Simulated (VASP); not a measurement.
# AlGeIO2 with optPBE-vdW: from relaxation to properties

Aim: relax AlGeIO2, then compute properties on the relaxed cell. The steps: rough relaxation of the start cell, relaxing cell and atoms (optPBE-vdW), single point with fields (optPBE-vdW) and band structure (optPBE-vdW). The cell is invented: it takes the structure of a Materials Project entry for SbPbIO2 (space group 107 there), with some of its atoms replaced by other elements, volume scaled by an estimate. It may not be a known or stable phase.

Method: optPBE-vdW; plane waves and PAW (I, Ge_d, Al, O); invented cell, in VASP 6.6.1.

## 1. The structure

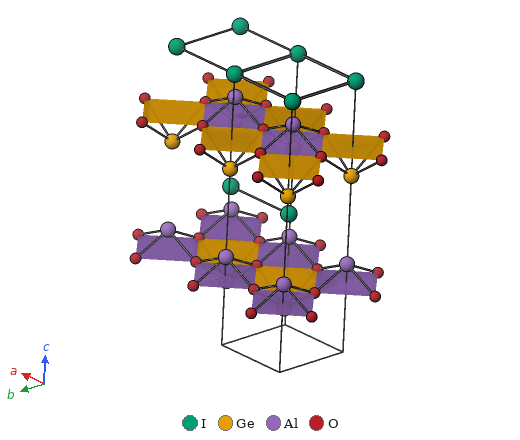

The cell as given, from a free direction (iodine teal, germanium orange, aluminium purple, oxygen red). 2×1×1 cells are drawn. This picture shows the conventional cell, with its axes. Some periodic images of atoms are drawn too.

## 2. Rough relaxation of the start cell

The start is only an estimate, so a cheap relaxation brings it near a minimum before any careful run. optPBE-vdW pairs nonlocal correlation with a PBE-like exchange and tends to long distances. LUSE_VDW switches on a nonlocal correlation term for dispersion.

Input file INCAR:

```
SYSTEM = AlGeIO2
PREC = Normal
ENCUT = 520
EDIFF = 1E-05
NELM = 60
ISMEAR = 0
SIGMA = 0.05
LREAL = .FALSE.
ALGO = Fast
GGA = OR
AGGAC = 0
LUSE_VDW = .TRUE.
LASPH = .TRUE.
NBANDS = 24
LORBIT = 11
LWAVE = .FALSE.
LCHARG = .FALSE.
KPAR = 2
IBRION = 2
NSW = 40
ISIF = 3
EDIFFG = -0.04
```

Input file POSCAR:

```
AlGeIO2
1.0
   -1.8404480000      1.8404480000      6.3587730000
    1.8404480000     -1.8404480000      6.3587730000
    1.8404480000      1.8404480000     -6.3587730000
I Ge Al O
1 1 1 2
Direct
    0.9946390000      0.9946390000      0.0000000000
    0.6467840000      0.6467840000      0.0000000000
    0.3227540000      0.3227540000      0.0000000000
    0.7543120000      0.2543120000      0.5000000000
    0.2543120000      0.7543120000      0.5000000000
```

Input file KPOINTS:

```
Automatic mesh
0
Gamma
6 6 6
0 0 0
```

The projector-augmented-wave data sets are I, Ge_d, Al and O (PBE family, release 64).

On the command line:

```console
$ mpirun -np 2 vasp_std
```

The log of the run:

```text
[banner, memory and clock lines left out]
running    2 mpi-ranks, on    1 nodes
 distrk:  each k-point on    1 cores,    2 groups
 distr:  one band on    1 cores,    1 groups

 POSCAR found type information on POSCAR I GeAlO
 POSCAR found :  4 types and       5 ions
|                                                                             |
|               ----> ADVICE to this user running VASP <----                  |
|                                                                             |
|     You have switched on vdW-DFT.                                           |
|     This routine was written and supplied by Jiri Klimes. We recommend      |
|     that you carefully read and cite the following publications:            |
|       J. Klimes, D.R. Bowler, A. Michelides                                 |
|          J. Phys.: Cond Matt. 22 022201 (2010)                              |
|       J. Klimes, D.R. Bowler, A. Michelides                                 |
|          Phys. Rev. B. 83, 195131 (2011)                                    |
|     and references therein.                                                 |
|                                                                             |

|                                                                             |
|               ----> ADVICE to this user running VASP <----                  |
|                                                                             |
|     You enforced a specific xc type in the INCAR file but a different       |
|     [... a line on the potential file left out ...]
|     I HOPE YOU KNOW WHAT YOU ARE DOING!                                     |
|                                                                             |

 LDA part: xc-table for (Slater+PW92), standard interpolation
 POSCAR, INCAR and KPOINTS ok, starting setup
 FFT: planning ... GRIDC
 FFT: planning ... GRID_SOFT
 FFT: planning ... GRID
 WAVECAR not read
 entering main loop
       N       E                     dE             d eps       ncg     rms          rms(c)
DAV:   1     0.309317865858E+03    0.30932E+03   -0.16990E+04  1768   0.256E+03
DAV:   2     0.225873409975E+02   -0.28673E+03   -0.27497E+03  1712   0.706E+02
DAV:   3    -0.184868721340E+02   -0.41074E+02   -0.40575E+02  1776   0.148E+02
DAV:   4    -0.201805619921E+02   -0.16937E+01   -0.16925E+01  1704   0.348E+01
DAV:   5    -0.202273985211E+02   -0.46837E-01   -0.46832E-01  1888   0.589E+00    0.125E+01
RMM:   6    -0.156172203469E+02    0.46102E+01   -0.16177E+01  1709   0.194E+01    0.544E+00
RMM:   7    -0.154433303936E+02    0.17389E+00   -0.11003E+00  1722   0.600E+00    0.282E+00
RMM:   8    -0.153854592584E+02    0.57871E-01   -0.42473E-01  1686   0.413E+00    0.408E-01
RMM:   9    -0.153900662871E+02   -0.46070E-02   -0.72032E-02  1930   0.137E+00    0.219E-01
RMM:  10    -0.153910205435E+02   -0.95426E-03   -0.91210E-03  1832   0.582E-01    0.890E-02
RMM:  11    -0.153914129387E+02   -0.39240E-03   -0.24675E-03  1788   0.279E-01    0.188E-02
RMM:  12    -0.153914590051E+02   -0.46066E-04   -0.50679E-04  1836   0.136E-01    0.150E-02
RMM:  13    -0.153914732308E+02   -0.14226E-04   -0.14066E-04  1405   0.546E-02    0.668E-03
RMM:  14    -0.153914747056E+02   -0.14748E-05   -0.17166E-05  1018   0.252E-02
   1 F= -.15391475E+02 E0= -.15391475E+02  d E =-.153915E+02
 curvature:   0.00 expect dE= 0.000E+00 dE for cont linesearch  0.000E+00
 trial: gam= 0.00000 g(F)=  0.137E+01 g(S)=  0.398E+00 ort = 0.000E+00 (trialstep = 0.100E+01)
 search vector abs. value=  0.177E+01
 bond charge predicted
       N       E                     dE             d eps       ncg     rms          rms(c)
DAV:   1    -0.186282001698E+02   -0.32367E+01   -0.16083E+02  2136   0.105E+02    0.114E+01
RMM:   2    -0.165866816493E+02    0.20415E+01   -0.70697E+00  1686   0.189E+01    0.443E+00
RMM:   3    -0.163086278788E+02    0.27805E+00   -0.10981E+00  1737   0.813E+00    0.227E+00
RMM:   4    -0.162175167295E+02    0.91111E-01   -0.32912E-01  1737   0.450E+00    0.853E-01
RMM:   5    -0.162193574871E+02   -0.18408E-02   -0.72793E-02  1806   0.252E+00    0.489E-01
RMM:   6    -0.162202673555E+02   -0.90987E-03   -0.19017E-02  1948   0.112E+00    0.225E-01
RMM:   7    -0.162203754618E+02   -0.10811E-03   -0.34169E-03  1787   0.478E-01    0.779E-02
RMM:   8    -0.162204125937E+02   -0.37132E-04   -0.89714E-04  1854   0.245E-01    0.177E-02
RMM:   9    -0.162204270724E+02   -0.14479E-04   -0.20600E-04  1728   0.103E-01    0.166E-02
RMM:  10    -0.162204301365E+02   -0.30641E-05   -0.38648E-05  1119   0.445E-02
   2 F= -.16220430E+02 E0= -.16220430E+02  d E =-.828955E+00
[... from here on, the cycles between the ionic steps are left out ...]
   3 F= -.16225219E+02 E0= -.16225219E+02  d E =-.833744E+00
   4 F= -.16382078E+02 E0= -.16382078E+02  d E =-.156860E+00
   5 F= -.16392167E+02 E0= -.16392167E+02  d E =-.166949E+00
   6 F= -.16429066E+02 E0= -.16429066E+02  d E =-.368988E-01
   7 F= -.16431947E+02 E0= -.16431947E+02  d E =-.397800E-01
   8 F= -.16443623E+02 E0= -.16443623E+02  d E =-.116758E-01
   9 F= -.16445594E+02 E0= -.16445594E+02  d E =-.136471E-01
  10 F= -.16455070E+02 E0= -.16455070E+02  d E =-.947587E-02
  11 F= -.16459295E+02 E0= -.16459295E+02  d E =-.137005E-01
  12 F= -.16468503E+02 E0= -.16468503E+02  d E =-.920810E-02
  13 F= -.16484185E+02 E0= -.16484185E+02  d E =-.248902E-01
  14 F= -.16485224E+02 E0= -.16485224E+02  d E =-.259286E-01
  15 F= -.16491121E+02 E0= -.16491121E+02  d E =-.589741E-02
  16 F= -.16497691E+02 E0= -.16497691E+02  d E =-.124671E-01
  17 F= -.16492597E+02 E0= -.16492597E+02  d E =-.737342E-02
  18 F= -.16498926E+02 E0= -.16498926E+02  d E =-.137026E-01
[...]
WARNING in EDDRMM: call to ZHEGV failed, returncode =   6  3     17
  19 F= -.16503640E+02 E0= -.16503640E+02  d E =-.471431E-02
  20 F= -.16509176E+02 E0= -.16509176E+02  d E =-.102501E-01
  21 F= -.16509196E+02 E0= -.16509196E+02  d E =-.102698E-01
 curvature:  -1.05 expect dE=-0.635E-03 dE for cont linesearch -0.825E-06
 trial: gam= 0.07528 g(F)=  0.330E-03 g(S)=  0.276E-03 ort =-0.883E-04 (trialstep = 0.858E+00)
 search vector abs. value=  0.649E-03
 bond charge predicted
       N       E                     dE             d eps       ncg     rms          rms(c)
DAV:   1    -0.165102584686E+02   -0.10602E-02   -0.62142E-02  2000   0.200E+00    0.187E-01
RMM:   2    -0.165096800488E+02    0.57842E-03   -0.15843E-03  1667   0.347E-01    0.840E-02
RMM:   3    -0.165095284959E+02    0.15155E-03   -0.46929E-04  1729   0.192E-01    0.294E-02
RMM:   4    -0.165095200231E+02    0.84728E-05   -0.14046E-04  1653   0.966E-02    0.154E-02
RMM:   5    -0.165095187632E+02    0.12599E-05   -0.26175E-05  1079   0.454E-02
  22 F= -.16509519E+02 E0= -.16509519E+02  d E =-.322786E-03
 trial-energy change:   -0.000323  1 .order   -0.000329   -0.000514   -0.000143
 step:   1.1889(harm=  1.1889)  dis= 0.00430  next Energy=   -16.509552 (dE=-0.356E-03)
 reached required accuracy - stopping structural energy minimisation
```

Elapsed: 21 min, on 2 MPI ranks of Intel Xeon 6975P-C (Granite Rapids), shared host; peak memory 1.2 GiB; 43 min of CPU time.

The logs omit lines about the potential files and the build; timing stands in the text.

Parts of OUTCAR (step 2):

```text
ion  position               nearest neighbor table
   1  0.995  0.995  0.000-   2 3.24   2 3.24   2 3.24   2 3.24   3 3.40   3 3.40   3 3.40   3 3.40

  LATTYP: Found a body centered tetragonal cell.
 ALAT       =     3.6808960000
 C/A-ratio  =     3.4550136706

 Subroutine GETGRP returns: Found  8 space group operations
 (whereof  8 operations were pure point group operations)

The static configuration has the point symmetry C_4v.

 Found     30 irreducible k-points:

   k-points           NKPTS =     30   k-points in BZ     NKDIM =     30   number of bands    NBANDS=     24

   dimension x,y,z NGX =    40 NGY =   40 NGZ =   40
   dimension x,y,z NGXF=    80 NGYF=   80 NGZF=   80

   ENCUT  =  520.0 eV  38.22 Ry    6.18 a.u.  12.78 12.78 12.78*2*pi/ulx,y,z

   NELECT =      36.0000    total number of electrons

 k-points in reciprocal lattice and weights: Automatic mesh
   0.00000000  0.00000000  0.00000000       0.005
   0.16666667  0.00000000 -0.00000000       0.037
   0.33333333  0.00000000 -0.00000000       0.037
   0.50000000  0.00000000  0.00000000       0.019
   0.16666667  0.16666667 -0.00000000       0.037
   0.33333333  0.16666667 -0.00000000       0.074
   0.50000000  0.16666667  0.00000000       0.074
  -0.33333333  0.16666667  0.00000000       0.074
  -0.16666667  0.16666667  0.00000000       0.019
[...]
-0.33333333 -0.33333333  0.33333333       0.009
   0.50000000  0.50000000  0.50000000       0.005

 average (electrostatic) potential at core
       1 -90.2728       2 -74.2222       3 -76.5047       4 -70.7301       5 -70.7301

 E-fermi :   5.3267

 k-point     1 :       0.0000    0.0000    0.0000
  band No.  band energies     occupation
    ...
     14       2.1183      2.00000
     15       2.1183      2.00000
     16       3.1397      2.00000
     17       4.2685      2.00000
     18       4.2685      2.00000
     19       6.5565      0.00000
     20       7.8314      0.00000
     21       9.5448      0.00000
     22       9.5448      0.00000
     23      11.0931      0.00000
    ...

 k-point     2 :       0.1667    0.0000   -0.0000
  band No.  band energies     occupation
    ...
     14       1.8367      2.00000
     15       2.2495      2.00000
     16       3.1628      2.00000
     17       4.2787      2.00000
     18       4.4310      2.00000
     19       6.8793      0.00000
     20       8.5640      0.00000
     21       9.2280      0.00000
     22       9.4734      0.00000
     23      10.5963      0.00000
    ...

 k-point     3 :       0.3333    0.0000   -0.0000
  band No.  band energies     occupation
    ...
     14       1.1868      2.00000
     15       1.7422      2.00000
     16       3.0650      2.00000
     17       4.3545      2.00000
     18       4.8133      2.00000
     19       7.4650      0.00000
     20       9.2386      0.00000
     21       9.2726      0.00000
     22       9.5125      0.00000
     23      10.1597      0.00000
    ...

Total vdW correction in eV:      7.0403674

  Total       -0.0283667     -0.0283667     -0.0756845      0.0000000      0.0000000      0.0000000
  in kB       -0.5101512     -0.5101512     -1.3611226      0.0000000      0.0000000      0.0000000
  external PRESSURE =      -0.7938083 kB  Pullay stress =       0.0000000 kB

  energy-cutoff  :      520.00
  volume of cell :       89.09
      direct lattice vectors                 reciprocal lattice vectors
    -1.867352529  1.867352529  6.387157832     0.000000000  0.267758761  0.078282080
     1.867352529 -1.867352529  6.387157832     0.267758761  0.000000000  0.078282080
     1.867352529  1.867352529 -6.387157832     0.267758761  0.267758761  0.000000000

 POSITION                                       TOTAL-FORCE (eV/Angst)
 -----------------------------------------------------------------------------------
      0.00000      0.00000      0.18303        -0.000000     -0.000000      0.022722
      0.00000      0.00000      8.40461        -0.000000     -0.000000      0.036532
      0.00000      0.00000      3.53924         0.000000      0.000000     -0.026692
      0.00000      1.86735      3.34358        -0.000000      0.000000     -0.016282
      1.86735      0.00000      3.34358         0.000000     -0.000000     -0.016282
 -----------------------------------------------------------------------------------
    total drift:                               -0.000005     -0.000005     -0.012709

  FREE ENERGIE OF THE ION-ELECTRON SYSTEM (eV)
  ---------------------------------------------------
  free  energy   TOTEN  =       -16.5095187632 eV

  energy  without entropy=      -16.5095187632  energy(sigma->0) =      -16.50951876

Total vdW correction in eV:      7.0403402

 reached required accuracy - stopping structural energy minimisation

 total charge
# of ion       s       p       d       tot
------------------------------------------
    1        1.523   2.794   0.019   4.336
    2        1.407   0.593  10.053  12.053
    3        0.298   0.332   0.000   0.630
    4        1.557   3.507   0.000   5.064
    5        1.557   3.507   0.000   5.064
--------------------------------------------------
tot          6.343  10.733  10.072  27.148

[... 3 further parts left out ...]
```

CONTCAR:

```
AlGeIO2
   1.00000000000000
    -1.8673525286688368    1.8673525286688368    6.3871578324176070
     1.8673525286688368   -1.8673525286688368    6.3871578324176070
     1.8673525286688368    1.8673525286688368   -6.3871578324176070
  I               Ge              Al              O
     1     1     1     2
Direct
     0.0143277112906181    0.0143277112906181    0.0000000000000000
     0.6579301122131737    0.6579301122131737    0.0000000000000000
     0.2770588400917636    0.2770588400917636    0.0000000000000000
     0.7617421682022205    0.2617421682022207    0.5000000000000000
     0.2617421682022207    0.7617421682022206    0.5000000000000000
```

The gap is read on the k-mesh alone, so it is an upper bound where the band edges lie off the mesh. This relaxation is a rough one on cheap settings, only to bring the start near its minimum. The PAW data sets were made with PBE, which is usual practice but a small mismatch for other functionals. The run keeps the 8 symmetry operations of its start, so it cannot find a distortion of lower symmetry.

The steps of the relaxation:

```
step  energy less that of the first step (eV)  largest force (eV/Å)  pressure (GPa)  volume (Å³)
   1                                   0.0000                4.0259           -6.21        86.15
   2                                  -0.8290                0.6426            6.31        78.06
   3                                  -0.8337                0.8767            5.34        78.59
   4                                  -0.9906                0.5636            0.45        83.45
   5                                  -1.0007                0.4696           -0.92        85.10
   6                                  -1.0376                0.3150            0.36        85.28
   7                                  -1.0405                0.3486            0.78        85.34
   8                                  -1.0521                0.3005           -0.05        86.56
   9                                  -1.0541                0.2756           -0.74        87.43
  10                                  -1.0636                0.1957           -0.21        87.26
  11                                  -1.0678                0.1323            0.46        87.07
  12                                  -1.0770                0.1802            0.26        87.41
  13                                  -1.0927                0.3251           -0.49        88.45
  14                                  -1.0937                0.3792           -0.81        88.83
  15                                  -1.0996                0.3445           -0.60        88.73
  16                                  -1.1062                0.2878           -0.08        88.56
  17                                  -1.1011                0.3367            1.00        88.21
  18                                  -1.1075                0.2577            0.17        88.47
  19                                  -1.1122                0.1964            0.21        88.59
  20                                  -1.1177                0.0645            0.15        88.96
  21                                  -1.1177                0.0695            0.10        88.95
  22                                  -1.1180                0.0365           -0.08        89.09
```

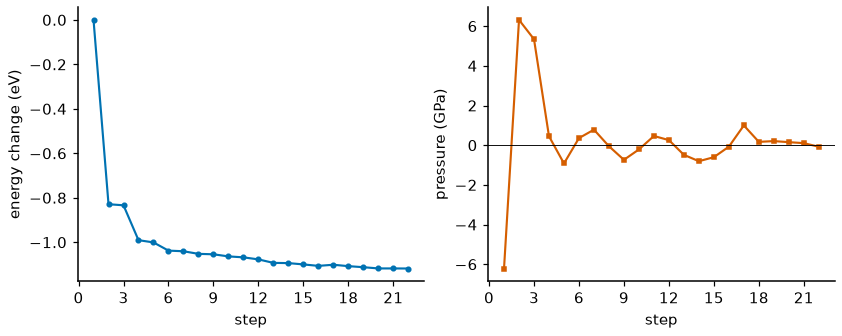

Energy and pressure along the relaxation.

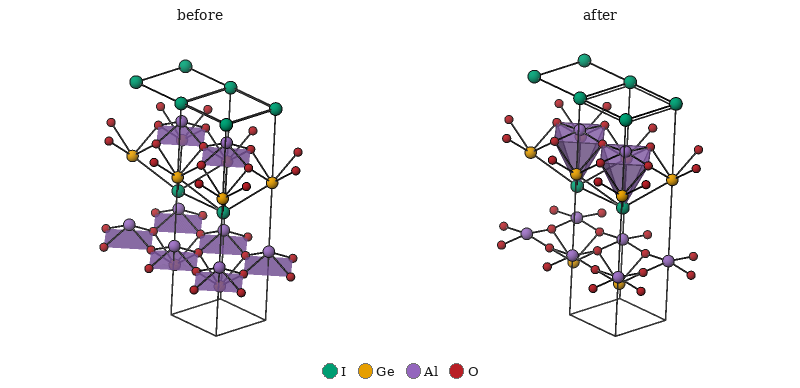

The structure before and after the relaxation, drawn at the same scale.

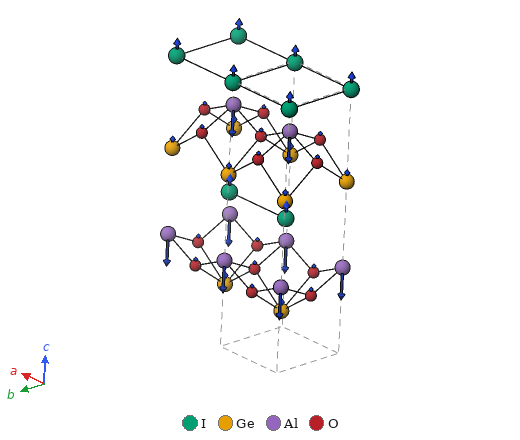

Displacements in the relaxation, exaggerated, measured against the changing cell; the longest in the cell stands for 0.58 Å. 2×1×1 conventional cells are drawn. Some periodic images of atoms are drawn too.

```
conventional cell, symmetrised  before   after  change
                         a (Å)   3.681   3.735  +1.5 %
                         b (Å)   3.681   3.735  +1.5 %
                         c (Å)  12.718  12.774  +0.4 %
              volume (Å³/atom)   17.23   17.82  +3.4 %
```

The atoms that moved most (Å, as changes of fractional coordinates times the final cell):

```
atom     dx     dy      dz  length
 Al3  0.000  0.000  -0.584   0.584
  I1  0.000  0.000   0.252   0.252
 Ge2  0.000  0.000   0.142   0.142
  O4  0.000  0.000   0.095   0.095
  O5  0.000  0.000   0.095   0.095
```

Final coordinates:

```
I Ge Al O
1.0
    -1.86735    1.86735    6.38716
     1.86735   -1.86735    6.38716
     1.86735    1.86735   -6.38716
I Ge Al O
1 1 1 2
Direct
  0.01433 0.01433 0.00000
  0.65793 0.65793 0.00000
  0.27706 0.27706 0.00000
  0.76174 0.26174 0.50000
  0.26174 0.76174 0.50000
```

Numbers from this step:

```
electrons                       : 36
bands                           : 24
irreducible k-points            : 30
symmetry operations             : 8
free energy (TOTEN)             : -16.51 eV
Fermi energy                    : 5.327 eV
pressure                        : -0.07938 GPa
metallic                        : no
valence top at k                : 0.5, 0, 0
conduction bottom at k          : 0, 0, 0
least direct gap at k           : -0.1667, 0.1667, 0
SCF cycles over all ionic steps : 149
gap on the k-mesh               : 1.512 eV
least direct gap on the k-mesh  : 2.263 eV
```

It ends with a largest force of 0.037 eV/Å and a pressure of -0.08 GPa.

(Continued in part 2 of 3.)

[Lines on the potential files, build, host, timing and source positions are cut from VASP's logs without a mark.]

[Logs are printed without paths, hosts, clocks, repeated set-up lines and the standing remarks that a program may print on its own settings, such as how far it seeks lower states.]

[Hosts, paths, dates, database ids (printed as entryN), source tags and the programs' standing remarks are cut or masked in the printed files.]

[A measured line is paired with the nearest computed mode of its activity, which favours agreement.]
